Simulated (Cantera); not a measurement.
A closed system holds: 1 mol CHF3, 2 mol HCl, equilibrated at 1.00 bar.

Equilibrium computed with Cantera from the NASA thermochemical tables; the gas is ideal and each condensed phase is pure. Candidate condensed phases: C, C6H6, C7H8, C8H18; 118 gas species. The tables' values for CCl are old estimates; treat these amounts as uncertain. Condensed phases not in the tables: fluorocarbon polymer. Gases not in the tables: C2F6 and larger saturated fluorocarbons. Equilibrium is a limit: real reactors are often held back by kinetics, nucleation or transport.

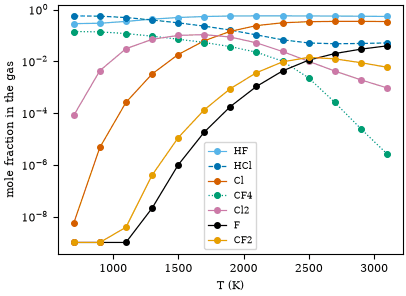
*Equilibrium gas composition (values under 1e-9 drawn at 1e-9)*

From 698 K to 3098 K the condensed part is C(graphite). The main C-bearing gas is CF4 at 698 K and CF2 at 3098 K. The share of C in condensed phases is highest at 2898 K (93.9 %) and lowest at 698 K (50.0 %).
